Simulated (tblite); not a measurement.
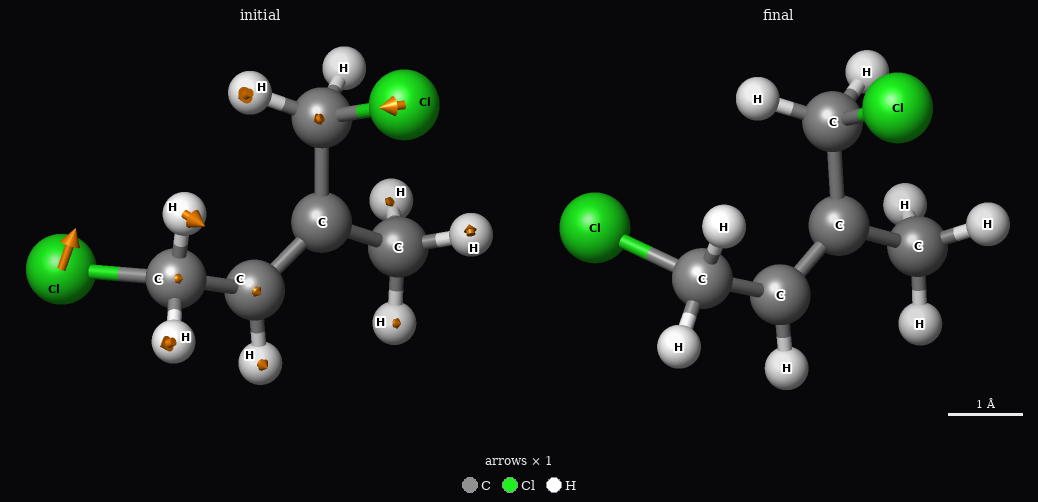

The structure of C₅H₈Cl₂ before (left) and after (right) a relaxation, at one scale. The orange arrows give the displacements, at their true length.

A ball-and-stick model, seen at a tilt.

All numbers below come from tblite, GFN2-xTB geometry optimisation, gas phase. 

### Summarise the run.

Over 93 geometry steps the energy falls by 0.095 eV. The largest move after the best rigid fit is that of a Cl atom, 0.61 Å. Largest moves by element: Cl 0.61 Å, H 0.38 Å, C 0.14 Å. Some distances before and after: C–C 1.360 → 1.332 Å, C–Cl 1.778 → 1.802 Å, C–H 1.076 → 1.088 Å, C–H 1.099 → 1.088 Å. Bond angles that change, for instance: H–C–H 106.5° → 110.1°, C–C–C 127.4° → 124.8°, Cl–C–H 108.8° → 106.2°. Groups turn about C–C by about 25°. Cost: 0.61 s on 1 thread of Intel(R) Xeon(R) Platinum 8488C, on a shared host.
